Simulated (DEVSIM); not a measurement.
Structure: Si p-n junction from an implanted or diffused profile, at 300 K.

```csv
layer (left to right),material,thickness (μm),Nd (cm⁻³),τn (s),τp (s)
1,Si,4.20,1.4e16,2e-6,2e-6
```

Added acceptor profile: 1.1e19 cm⁻³ × exp(−(x − 0.094 μm)²/(2·(0.043 μm)²)). Left contact: ohmic. Right contact: ohmic. Voltage is applied to the left contact. Recombination: SRH at mid-gap, radiative. Mobility is μmin + (μ − μmin)/(1 + (N/Nref)^α).

This is a model device: material constants are rounded textbook-type values typed into the input, and sizes, dopings and lifetimes were drawn at random. Values at 300 K.

```
parameter           Si
-------------  -------
gap (eV)         1.124
affinity (eV)     4.05
permittivity      11.7
Nc (cm⁻³)      2.86e19
Nv (cm⁻³)       3.1e19
μn (cm²/Vs)       1417
μp (cm²/Vs)        470
μn,min              52
μp,min              45
Nref,n          9.7e16
Nref,p          2.2e17
αn                0.68
αp                0.72
B (cm³/s)      4.7e-15
```

Simulated with DEVSIM: 1D drift-diffusion, Boltzmann statistics, complete ionisation; no tunnelling, impact ionisation, image-force lowering or self-heating.

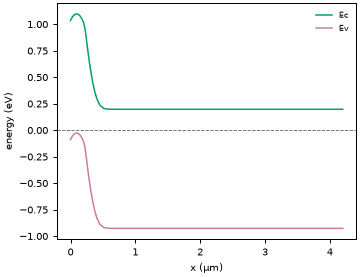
Band edges at zero bias

Energies count from the Fermi level of the right contact; mesh points crowd at the junctions.

```csv
x (μm),Ec (eV),Ev (eV),n (cm⁻³),p (cm⁻³),field (V/cm)
0.000,1.035,-0.089,120,9.9e17,13000
0.01764,1.056,-0.068,< 1e2,2.2e18,11000
0.03671,1.074,-0.050,< 1e2,4.5e18,8100
0.05732,1.088,-0.036,< 1e2,7.6e18,5100
0.08789,1.097,-0.027,< 1e2,1.1e19,860
0.1127,1.095,-0.029,< 1e2,1.0e19,-2600
0.1394,1.083,-0.041,< 1e2,6.3e18,-6400
0.1774,1.048,-0.076,< 1e2,1.7e18,-12000
0.2067,1.004,-0.121,400,2.9e17,-22000
0.2350,0.905,-0.219,18000,6.6e15,-46000
0.2643,0.764,-0.360,4100000,2.8e13,-48000
0.3063,0.581,-0.543,5.0e9,2.3e10,-39000
0.3724,0.368,-0.756,1.9e13,6100000,-25000
0.5183,0.204,-0.920,1.1e16,11000,-1900
0.9938,0.197,-0.927,1.4e16,8300,≈ 0
1.888,0.197,-0.927,1.4e16,8300,≈ 0
3.017,0.197,-0.927,1.4e16,8300,≈ 0
3.616,0.197,-0.927,1.4e16,8300,≈ 0
3.984,0.197,-0.927,1.4e16,8300,≈ 0
4.103,0.197,-0.927,1.4e16,8300,≈ 0
4.163,0.197,-0.927,1.4e16,8300,≈ 0
4.200,0.197,-0.927,1.4e16,8300,≈ 0
```
